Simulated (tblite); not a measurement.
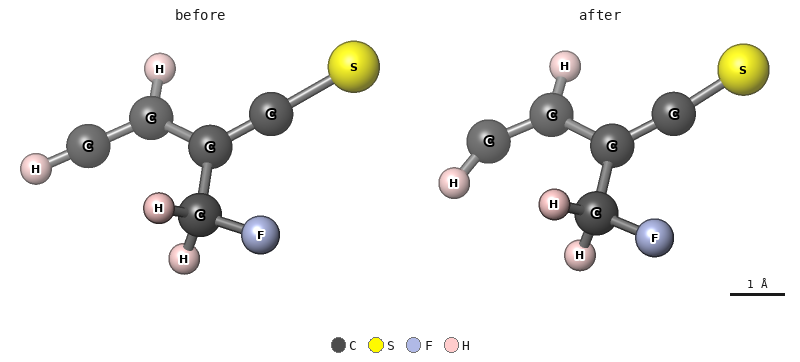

The structure of C$_{5}$H$_{4}$FS (multiplicity 2) before (left) and after (right) a relaxation, at one scale.

Style: ball-and-stick. Shown at a tilt.

Computed with GFN2-xTB geometry optimisation, gas phase (tblite). 

Describe what moved and what it gained.

The atom that moves furthest after the best rigid fit is an H atom (0.52 Å). Largest moves by element: H 0.52 Å, S 0.20 Å, F 0.12 Å, C 0.10 Å. Among the contacts that change: C–S 1.792 → 1.559 Å, C–C 1.454 → 1.495 Å, C–H 1.076 → 1.060 Å, C–C 1.297 → 1.288 Å. Bond angles that change, for instance: C–C–H 178.5° → 146.6°, C–C–S 178.5° → 173.7°, C–C–H 117.8° → 113.2°. The energy falls by 1.079 eV in 49 geometry steps. The run took 0.26 s on 1 thread of Arm Neoverse V1, with other jobs on the host.
